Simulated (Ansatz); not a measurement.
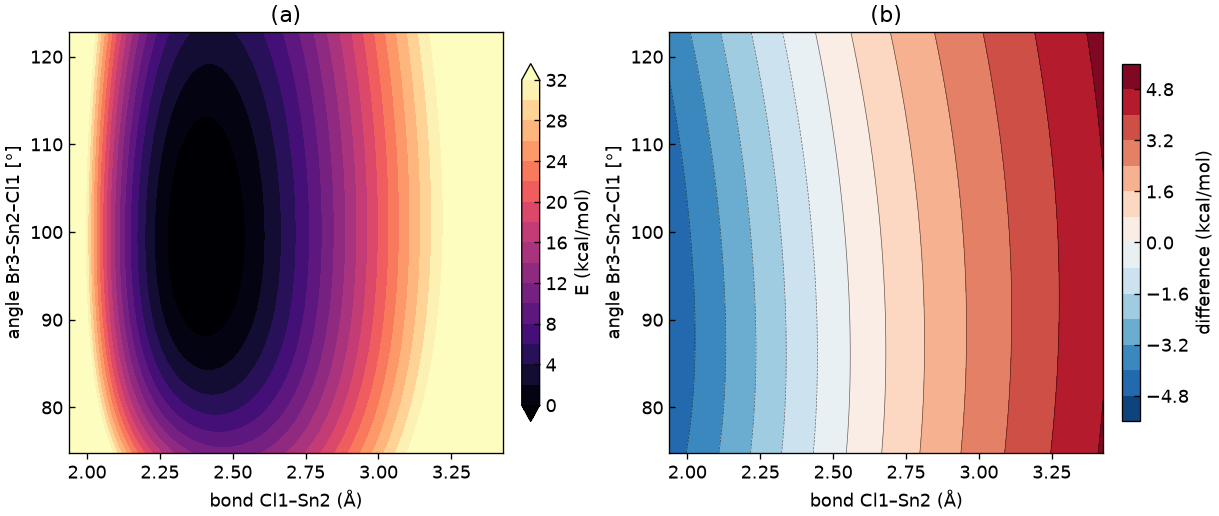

BrClSn, SMILES [Cl][Sn][Br]. Two internal coordinates are moved rigidly from the geometry relaxed at PBE0-D4/def2-TZVP, all others fixed. The first coordinate is: bond Cl1–Sn2; the second: angle Br3–Sn2–Cl1. The grid has 5 × 5 points. Points are written as (first, second). Energies: kcal/mol, counted from each map's own lowest point. The calculation used RKS PBE-D4/def2-TZVPP in Ansatz 0.2.0.

Panel (a): Ansatz, RKS PBE-D4/def2-TZVPP. Panel (b): the map at Ansatz, RKS PBE0-D4/def2-TZVPP less the map of (a), each from its own lowest point.

How does the change of method alter the landscape?

Answer. The difference runs from −4.6 kcal/mol at (1.938 Å, 86.8°) to 5.1 kcal/mol at (3.427 Å, 122.8°). The interpolated minimum moves from 2.3811 to 2.3587 Å in bond Cl1–Sn2 and 99.22 to 98.47° in angle Br3–Sn2–Cl1.
